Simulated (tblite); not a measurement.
## Frequency calculation, with input and output: C$_{6}$H$_{10}$F$_{2}$Si

The run: frequency calculation of C$_{6}$H$_{10}$F$_{2}$Si. Method and program: GFN2-xTB harmonic vibrations, gas phase (tblite 0.8.0).

It belongs to a series of runs on one base structure; here: H on Si replaced by allyl.

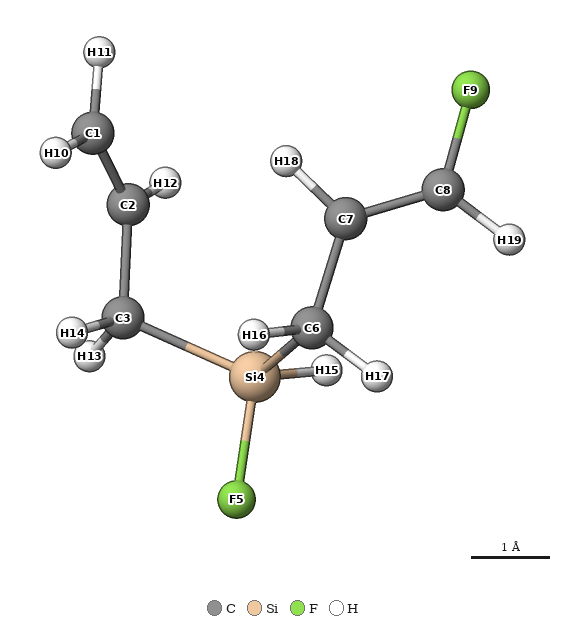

**Figure 1.** The input geometry (ball-and-stick view, seen at a tilt; atoms are numbered from 1 in the order of the input). Bond lengths as drawn: C–C 1.32 to 1.49 Å, C–F 1.35 Å, C–H 1.08 to 1.09 Å, C–Si 1.91 Å, F–Si 1.62 Å and H–Si 1.46 Å.

Summary

```csv
quantity,value
outcome,converged
total energy,−792.8162 eV
zero-point energy,88.8580 kcal/mol
hardware,"1 CPU thread, shared host"
wall time,0.65 s
peak memory,0.18 GiB
```

Input file
```
{"job": {"kind": "ir", "xc": "GFN2-xTB", "basis": "xTB"}, "charge": 0, "multiplicity": 1}
C      2.261022     1.235047     0.013751
C      1.862339     0.245091     0.791372
C      1.581558    -1.141643     0.319480
Si    -0.272164    -1.577056     0.378501
F     -0.401631    -3.117931    -0.110729
C     -1.276056    -0.544505    -0.874203
C     -1.398374     0.877787    -0.460896
C     -2.531023     1.427919    -0.069430
F     -2.594691     2.715631     0.326541
H      2.430154     1.093690    -1.041738
H      2.438035     2.225866     0.395166
H      1.698670     0.417506     1.846707
H      2.123367    -1.851670     0.947756
H      1.953562    -1.263446    -0.700291
H     -0.848740    -1.571572     1.715571
H     -0.779631    -0.590958    -1.845870
H     -2.267612    -0.981606    -0.994420
H     -0.494321     1.469135    -0.462042
H     -3.494267     0.941964    -0.017880
```

The first line tells a small driver script what to run in tblite; the rest is the geometry in Å.

Command:
```bash
OMP_NUM_THREADS=1 python <driver script> task.json out
```

What the program printed
```
mode    cm-1     km/mol
  1      24.4      1.00
  2      42.3      0.43
  3      64.0      2.06
  4      69.8      0.50
  5     120.1      3.63
  6     153.6     12.52
  7     186.6      4.32
  8     202.5     11.15
  9     266.7      4.93
 10     283.3      6.30
 11     329.7      2.34
 12     408.2      5.14
 13     506.0     19.90
 14     586.5      4.25
 15     613.7    115.97
 16     655.1     81.03
 17     696.9     29.84
 18     736.1     23.05
 19     765.0      1.53
 20     790.1    145.36
 21     807.8    187.93
 22     813.9    203.10
 23     891.6      9.10
 24     954.8     16.13
 25     985.3     20.31
 26    1022.0      5.68
 27    1031.5     33.85
 28    1052.9     31.43
 29    1113.2    167.65
 30    1147.6     35.56
 31    1175.8     30.19
 32    1197.8     21.40
 33    1213.7     33.95
 34    1256.1     32.97
 35    1269.8     23.57
 36    1297.4      9.56
 37    1412.6      7.75
 38    1450.8      5.99
 39    1455.6      3.58
 40    1712.9     27.33
 41    1729.1     22.32
 42    2316.2    248.95
 43    2961.6     21.35
 44    2965.3     35.04
 45    2972.6     23.83
 46    2994.3     21.64
 47    3060.1     38.06
 48    3077.4      9.84
 49    3092.4     36.60
 50    3096.8     23.00
 51    3128.0     44.98
```

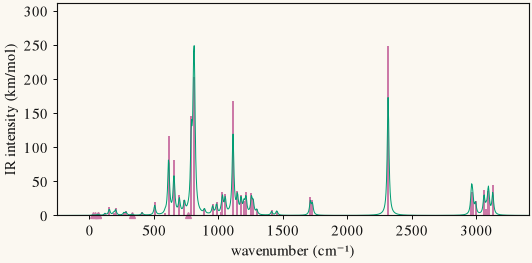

**Figure 2.** Harmonic infrared spectrum, unscaled: sticks (degenerate modes added up, dark ones marked on the axis) with a Lorentzian envelope of 16 cm⁻¹ full width, scaled to the tallest stick. 51 modes from 24 to 3128 cm⁻¹, none imaginary. The strongest line is at 2316 cm⁻¹ (249 km/mol).
